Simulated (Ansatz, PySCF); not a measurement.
Bond stretch in C2H3N, SMILES CC#N. The C2–N6 bond (C2 also carries C; N6 carries nothing else) is varied alone, starting from the PBE0/def2-TZVP optimised geometry.

```
6

C      0.0000     0.0001    -1.4494
C      0.0000     0.0000     0.0000
H     -0.8872    -0.5121    -1.8244
H      0.0000     1.0246    -1.8242
H      0.8872    -0.5121    -1.8244
N      0.0000     0.0000     1.1491
```

Methods: RKS-PBE = restricted PBE/cc-pVTZ in Ansatz (a quantum-chemistry and plane-wave program); UCCSD = CCSD on UHF/cc-pVTZ, frozen core run with Ansatz; UKS-B3LYP/LANL2DZ = unrestricted B3LYP/LANL2DZ (PySCF); UKS-PBE = unrestricted PBE/cc-pVTZ run with Ansatz; UCCSD(T) = CCSD(T) on UHF/cc-pVTZ, frozen core run with Ansatz.

Energies are in kcal/mol, each relative to the lowest point of its own curve near equilibrium.

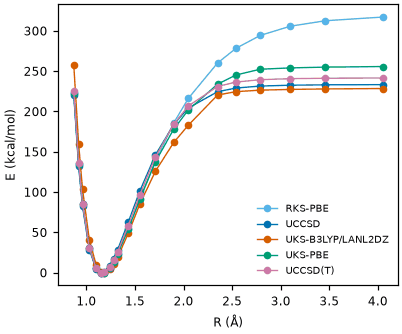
Figure: Energy against bond length for each method.

```csv
R / Å,RKS-PBE,UCCSD,UKS-B3LYP/LANL2DZ,UKS-PBE,UCCSD(T)
0.87,223.4,220.4,257.6,223.4,224.8
0.92,135.1,132.0,159.7,135.1,135.7
0.96,85.2,82.3,103.6,85.2,85.5
1.03,30.7,28.5,40.8,30.7,30.7
1.10,5.7,4.6,9.9,5.7,5.6
1.15,0.0,0.0,1.3,0.0,0.0
1.18,0.2,0.8,0.0,0.2,0.2
1.24,6.4,8.8,4.1,6.4,7.1
1.28,13.8,17.5,10.4,13.8,15.3
1.32,23.1,28.1,18.9,23.1,25.3
1.43,54.0,62.5,48.6,54.0,58.1
1.55,91.1,101.4,85.2,91.1,96.8
1.71,138.3,146.0,125.8,137.6,143.4
1.90,186.0,184.1,161.8,178.3,184.4
2.05,216.4,204.4,183.1,202.0,207.0
2.35,260.2,224.5,220.4,233.9,231.0
2.54,278.4,229.1,224.6,245.3,236.5
2.79,294.4,231.5,226.5,252.4,239.4
3.10,305.8,232.6,227.3,254.1,240.7
3.46,312.6,233.0,227.9,255.0,241.2
4.05,317.1,233.3,228.5,255.8,241.5
```

At the longest distance, 4.05 Å, RKS-PBE lies highest above its minimum (317.1 kcal/mol) and UKS-B3LYP/LANL2DZ lowest (228.5 kcal/mol).

The restricted form behind RKS-PBE keeps the bonding electrons paired and can't separate into open-shell fragments. The unrestricted solution behind UCCSD, UCCSD(T) changes between 1.32 and 1.43 Å and between 1.71 and 1.90 Å, which can leave a kink. The unrestricted determinant behind UCCSD, UCCSD(T) is spin-contaminated at 1.24 to 4.05 Å (<S²> up to 3.0, against 0.00 for a pure singlet). The unrestricted solution behind UKS-B3LYP/LANL2DZ changes between 1.71 and 1.90 Å, which can leave a kink. The unrestricted determinant behind UKS-B3LYP/LANL2DZ is spin-contaminated at 1.55 to 4.05 Å (<S²> up to 2.0, against 0.00 for a pure singlet). The unrestricted solution behind UKS-PBE changes between 1.71 and 1.90 Å and between 2.05 and 2.35 Å and between 2.54 and 2.79 Å, which can leave a kink. The unrestricted determinant behind UKS-PBE is spin-contaminated at 1.71 to 4.05 Å (<S²> up to 2.4, against 0.00 for a pure singlet).
